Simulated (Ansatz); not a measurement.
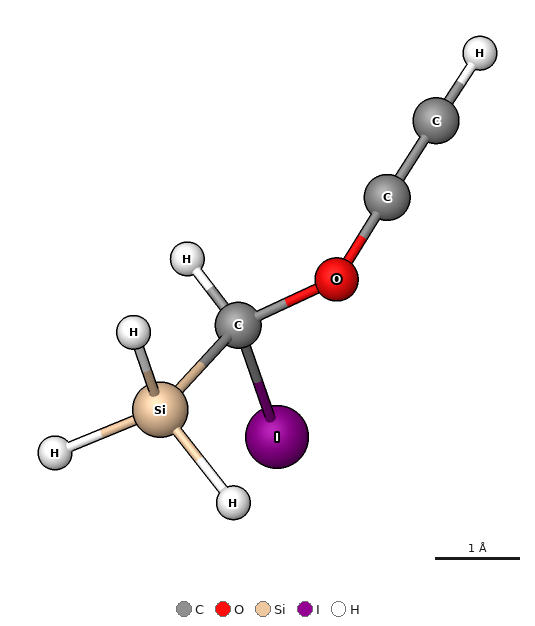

Figure 1. The structure as given in the input (ball-and-stick view, seen at an oblique angle).

# Nudged elastic band of C3H5IOSi

The run: nudged elastic band of C3H5IOSi. Method and program: RKS B3LYP/def2-SVP (Ansatz 0.2.0).

One setting was made poor on purpose. It belongs to a series of runs on one base structure; here: band between the two ends.

What the program printed
```
Engine: ansatz 0.2.0, x86_64-unknown-linux-gnu
Functional definition: B3LYP
  parameter a0 = 0.2
  parameter ax = 0.72
  parameter ac = 0.81
  exchange = (1 - a0 - ax)*slater_x + ax*b88_x + a0*exact_x
  correlation = (1 - ac)*vwn_rpa_c + ac*lyp_c
1462 factors; integrals over basis functions are off by at most 2.8e-4 eV
mean field evaluation 1: about -21206.5454 eV, gradient 4.4e1 eV
mean field evaluation 2: about -21203.9479 eV, gradient 5.1e1 eV
mean field evaluation 4: about -21211.3856 eV, gradient 4.6e0 eV
mean field evaluation 8: about -21211.4757 eV, gradient 5.7e-1 eV
mean field evaluation 16: about -21211.4766 eV, gradient 2.8e-5 eV
mean field -21211.47657007 eV, -779.5073862949 hartree, gradient 2.8e-5 eV, S^2 0.000000; 0 other end points of the search recorded, 0 dependent functions left out
the calculation of the forces begins
reference -21211.47685616 eV, -779.5073968085 hartree; 35, 35 occupied and 90, 90 virtual orbitals, 1462 factors
1462 factors; integrals over basis functions are off by at most 4.7e-4 eV
mean field evaluation 32: about -21211.4395 eV, gradient 5.3e-4 eV
mean field -21211.43946645 eV, -779.5060227619 hartree, gradient 2.9e-5 eV, S^2 0.000000; 0 other end points of the search recorded, 0 dependent functions left out
[... from here on the field's lines of each further geometry are left out, up to the last ...]
NEB iter   1: max|band force component| = 1.403e0 eV/Å  barrier→ = 0.5983 eV  barrier← = 0.5612 eV  Δτ_max = 0.1975 Å  (206 SCF iters)
NEB iter   2: max|band force component| = 8.462e-1 eV/Å  barrier→ = 0.4073 eV  barrier← = 0.3702 eV  Δτ_max = 0.0743 Å  (166 SCF iters)
NEB iter   3: max|band force component| = 5.776e-1 eV/Å  barrier→ = 0.3390 eV  barrier← = 0.3019 eV  Δτ_max = 0.2000 Å  (165 SCF iters)
the calculation of the forces begins
reference -21211.39611958 eV, -779.5044297939 hartree; 35, 35 occupied and 90, 90 virtual orbitals, 1462 factors
1462 factors; integrals over basis functions are off by at most 3.7e-4 eV
mean field evaluation 320: about -21211.2200 eV, gradient 1.5e-2 eV
mean field -21211.21995545 eV, -779.4979558815 hartree, gradient 1.4e-5 eV, S^2 0.000000; 1 other end points of the search recorded, 0 dependent functions left out
the calculation of the forces begins
reference -21211.22023850 eV, -779.4979662833 hartree; 35, 35 occupied and 90, 90 virtual orbitals, 1462 factors
NEB iter   4: max|band force component| = 4.220e-1 eV/Å  barrier→ = 0.2566 eV  barrier← = 0.2195 eV  CI = image 3  Δτ_max = 0.0000 Å  (316 SCF iters)
```

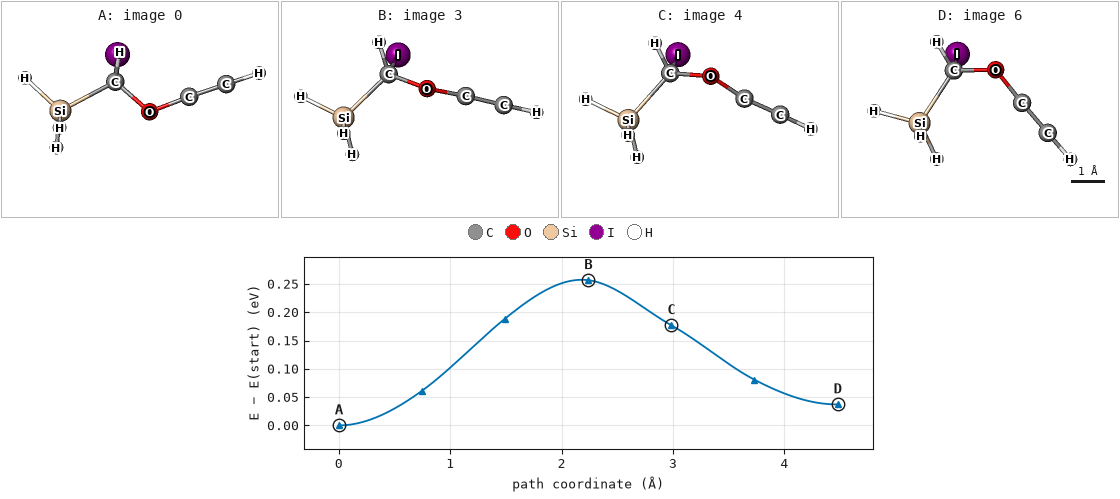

Figure 2. Images of the last band (counted from 0; ball-and-stick, seen at a tilt) above the energy along the path; the line is a cubic interpolation that uses the forces. The highest image is number 3, 0.257 eV above the start and 0.220 eV above the end (the climbing image); the end lies 0.037 eV above the start. The path is 4.48 Å long. The band converged in 4 iterations.

```
Total energy: -21211.22023850 eV, -779.4979662833 hartree
Atom 0 at     2.197671    -1.287581     1.708165 Å, force    -0.414835     0.033220    -0.157581 eV/Å
Atom 1 at     1.482912    -0.909425     0.799542 Å, force     0.260427     0.084029    -0.066162 eV/Å
Atom 2 at     0.933789    -0.423234    -0.277438 Å, force     0.206805    -0.160569     0.176668 eV/Å
Atom 3 at    -0.450380    -0.386265    -0.608839 Å, force    -0.286136    -0.275277     0.192174 eV/Å
Atom 4 at    -1.012903     1.434009    -0.804609 Å, force    -0.086550     0.071901     0.058786 eV/Å
Atom 5 at    -1.789464    -1.503996     0.777098 Å, force     0.136005     0.172764    -0.068611 eV/Å
Atom 6 at     2.752263    -1.652284     2.552985 Å, force    -0.022706     0.034146    -0.078601 eV/Å
Atom 7 at    -0.600762    -0.976091    -1.525099 Å, force     0.196137     0.076844    -0.046068 eV/Å
Atom 8 at    -1.190837     2.047917     0.538136 Å, force     0.038580     0.002084    -0.020886 eV/Å
Atom 9 at     0.036305     2.157815    -1.576710 Å, force    -0.000254    -0.020700    -0.004764 eV/Å
Atom 10 at    -2.292993     1.442237    -1.562729 Å, force    -0.027473    -0.018441     0.015045 eV/Å
Dipole moment:    -0.156533     0.112445    -0.167584 e Å
this run last wrote the band of iteration 4 to [file]
```

The last band as extended XYZ (Å, eV, eV/Å)
```
11
Properties=species:S:1:pos:R:3:forces:R:3 image=0 energy=-21211.47657
C     2.2660   -1.7789    1.2212    0.0007  -0.0001  -0.0008
C     1.4905   -0.8936    0.9412    0.0007  -0.0008   0.0004
O     0.6859    0.0928    0.6555    0.0000   0.0000  -0.0001
C    -0.4058   -0.1476   -0.2061   -0.0013   0.0011   0.0021
Si   -1.0708    1.5285   -0.8490    0.0002  -0.0009  -0.0006
I    -2.0523   -1.2468    0.8310   -0.0003   0.0003  -0.0003
H     2.9495   -2.5641    1.4782   -0.0003   0.0003   0.0005
H    -0.1209   -0.8509   -1.0021    0.0012  -0.0012  -0.0014
H    -1.5367    2.3404    0.3035   -0.0004   0.0009   0.0007
H     0.0416    2.2227   -1.5591    0.0000   0.0001  -0.0001
H    -2.1815    1.2407   -1.7939   -0.0004   0.0003  -0.0003
11
Properties=species:S:1:pos:R:3:forces:R:3 image=1 energy=-21211.41541
C     2.2888   -1.6408    1.4248   -0.1298  -0.0377  -0.1237
C     1.4825   -0.9250    0.8717    0.0762   0.1064   0.1544
O     0.7124    0.0137    0.3949    0.0500  -0.0557   0.0739
C    -0.4394   -0.2365   -0.3768    0.0222  -0.0541   0.0026
Si   -1.0741    1.5051   -0.8566   -0.0818  -0.0054   0.0003
I    -2.0166   -1.3534    0.7566    0.0716   0.0700  -0.0442
H     2.9792   -2.2959    1.9192   -0.0079  -0.0365  -0.0543
H    -0.2266   -0.9217   -1.2119    0.0349   0.0105   0.0537
H    -1.3820    2.2206    0.4079   -0.0106   0.0311  -0.0277
H     0.0220    2.1947   -1.5950   -0.0150   0.0010  -0.0148
H    -2.2807    1.3823   -1.7143   -0.0099  -0.0296  -0.0203
11
Properties=species:S:1:pos:R:3:forces:R:3 image=2 energy=-21211.28771
C     2.2422   -1.4822    1.5940   -0.3059  -0.0403  -0.2164
C     1.4921   -0.9226    0.8195    0.1386   0.2651   0.0163
O     0.8365   -0.0901    0.0503    0.2419  -0.3168   0.3352
C    -0.4350   -0.3056   -0.5254   -0.1939  -0.3456   0.0515
Si   -1.0572    1.4680   -0.8488   -0.2031   0.1246  -0.0085
I    -1.8785   -1.4373    0.7764    0.1635   0.2246  -0.0644
H     2.8515   -2.0186    2.2973   -0.0188  -0.0117  -0.0874
H    -0.3978   -0.9935   -1.3862    0.2187   0.1084   0.0526
H    -1.2594    2.0971    0.4823    0.0033   0.0429  -0.0409
H    -0.0038    2.1900   -1.6167   -0.0079  -0.0163  -0.0131
H    -2.3249    1.4380   -1.6221   -0.0363  -0.0350  -0.0249
11
Properties=species:S:1:pos:R:3:forces:R:3 image=3 energy=-21211.21996
C     2.1977   -1.2876    1.7082   -0.4148   0.0332  -0.1576
C     1.4829   -0.9094    0.7995    0.2604   0.0840  -0.0662
O     0.9338   -0.4232   -0.2774    0.2068  -0.1606   0.1767
C    -0.4504   -0.3863   -0.6088   -0.2861  -0.2753   0.1922
Si   -1.0129    1.4340   -0.8046   -0.0866   0.0719   0.0588
I    -1.7895   -1.5040    0.7771    0.1360   0.1728  -0.0686
H     2.7523   -1.6523    2.5530   -0.0227   0.0341  -0.0786
H    -0.6008   -0.9761   -1.5251    0.1961   0.0768  -0.0461
H    -1.1908    2.0479    0.5381    0.0386   0.0021  -0.0209
H     0.0363    2.1578   -1.5767   -0.0003  -0.0207  -0.0048
H    -2.2930    1.4422   -1.5627   -0.0275  -0.0184   0.0150
11
Properties=species:S:1:pos:R:3:forces:R:3 image=4 energy=-21211.29963
C     2.1509   -1.0484    1.7401   -0.4241   0.1661  -0.2014
C     1.4530   -0.8707    0.7599    0.2632  -0.1877  -0.1699
O     0.8952   -0.8364   -0.4252    0.0721   0.0422   0.3453
C    -0.4513   -0.4770   -0.6540   -0.1264  -0.1993   0.1222
Si   -0.9204    1.3863   -0.7294   -0.0367   0.0074   0.0890
I    -1.8796   -1.5899    0.6760    0.1000   0.1430  -0.0954
H     2.6921   -1.2097    2.6543   -0.0129   0.0806  -0.0733
H    -0.6944   -0.9238   -1.6249    0.0767  -0.0060  -0.0929
H    -1.1274    1.9832    0.6156    0.0702  -0.0198   0.0070
H     0.1374    2.1211   -1.4837    0.0172  -0.0477   0.0376
H    -2.1898    1.4085   -1.5081    0.0007   0.0213   0.0318
11
Properties=species:S:1:pos:R:3:forces:R:3 image=5 energy=-21211.39584
C     2.0551   -0.7924    1.7400   -0.2838   0.0549  -0.1958
C     1.3904   -0.8593    0.7263    0.2085  -0.0596  -0.0743
O     0.8313   -1.0386   -0.4431    0.0221   0.0258   0.2065
C    -0.4738   -0.5889   -0.7227   -0.0686  -0.0441   0.1292
Si   -0.8299    1.2995   -0.6640   -0.0131   0.0362   0.0696
I    -2.0110   -1.6668    0.5148    0.0667   0.0735  -0.0749
H     2.6025   -0.7291    2.6615   -0.0317   0.0245  -0.0433
H    -0.6955   -0.9644   -1.7275    0.0567  -0.0638  -0.0509
H    -0.9999    1.7973    0.7246    0.0428  -0.0200   0.0051
H     0.2847    2.0174   -1.3497    0.0074  -0.0400   0.0143
H    -2.0883    1.4685   -1.4397   -0.0071   0.0125   0.0143
11
Properties=species:S:1:pos:R:3:forces:R:3 image=6 energy=-21211.43947
C     1.8960   -0.4659    1.7489    0.0085   0.0045   0.0033
C     1.3333   -0.8223    0.7386   -0.0085  -0.0107   0.0041
O     0.7755   -1.2365   -0.3642   -0.0082   0.0049   0.0074
C    -0.4848   -0.7230   -0.7365    0.0019   0.0034  -0.0090
Si   -0.7125    1.1866   -0.6641   -0.0027   0.0111  -0.0032
I    -2.1420   -1.6749    0.4312    0.0091  -0.0079   0.0020
H     2.3912   -0.1537    2.6475   -0.0044  -0.0011  -0.0062
H    -0.6633   -1.1121   -1.7458   -0.0024  -0.0020   0.0002
H    -0.8281    1.6631    0.7361    0.0011  -0.0006  -0.0089
H     0.4584    1.8142   -1.3431   -0.0045  -0.0012   0.0034
H    -1.9582    1.4675   -1.4280    0.0102  -0.0005   0.0067
```

This output came from the following input.

Input
```yaml
crystal:
  periodic: [false, false, false]
  atoms:
    - { symbol: C, position_ang: [2.266013, -1.778892, 1.221236] }
    - { symbol: C, position_ang: [1.49054, -0.893638, 0.941151] }
    - { symbol: O, position_ang: [0.685913, 0.092755, 0.655546] }
    - { symbol: C, position_ang: [-0.405809, -0.147636, -0.2061] }
    - { symbol: Si, position_ang: [-1.070804, 1.528479, -0.849031] }
    - { symbol: I, position_ang: [-2.052286, -1.246823, 0.830968] }
    - { symbol: H, position_ang: [2.949497, -2.564107, 1.47822] }
    - { symbol: H, position_ang: [-0.120932, -0.850899, -1.002085] }
    - { symbol: H, position_ang: [-1.536666, 2.340411, 0.303512] }
    - { symbol: H, position_ang: [0.041649, 2.222742, -1.559059] }
    - { symbol: H, position_ang: [-2.181514, 1.240709, -1.793857] }
basis:
  gaussian: { orbitals: def2-SVP }
hamiltonian:
  xc: b3lyp
neb:
  order_check: false
  images: 5
  f_tol: 0.5
  max_iterations: 38
  initial_path: idpp
  final_atoms:
    - { symbol: C, position_ang: [2.04763753, -0.84583498, 1.40238275] }
    - { symbol: C, position_ang: [1.2933922, -1.04826852, 0.47798971] }
    - { symbol: O, position_ang: [0.52146562, -1.301988, -0.54116886] }
    - { symbol: C, position_ang: [-0.69052391, -0.593958, -0.68332917] }
    - { symbol: Si, position_ang: [-0.62029441, 1.31879579, -0.48282963] }
    - { symbol: I, position_ang: [-2.27606455, -1.38791093, 0.68467017] }
    - { symbol: H, position_ang: [2.71264833, -0.66974735, 2.2251462] }
    - { symbol: H, position_ang: [-1.07385701, -0.88192514, -1.66931068] }
    - { symbol: H, position_ang: [-0.45294519, 1.70608608, 0.9394262] }
    - { symbol: H, position_ang: [0.51522029, 1.8249719, -1.30763616] }
    - { symbol: H, position_ang: [-1.91107791, 1.82288016, -1.02483952] }
```

Launch command:
```bash
ansatz run input.yaml --threads 2 --pin off --max-ram 3072MiB --backend cpu --events-out ev --progress --plain --runs-dir out
```

Summary

| quantity | value |
| --- | --- |
| outcome | converged |
| barrier, forward | 0.257 eV |
| barrier, backward | 0.220 eV |
| hardware | 2 threads of Intel Xeon @ 2.90GHz (Ice Lake), 16 GiB of memory available, shared host |
| wall time | 2.2 min (CPU time 4.3 min) |
| peak memory | 0.4 GiB |

Notes

A deliberately poor setting: loose force. The order of the saddle point was not checked.
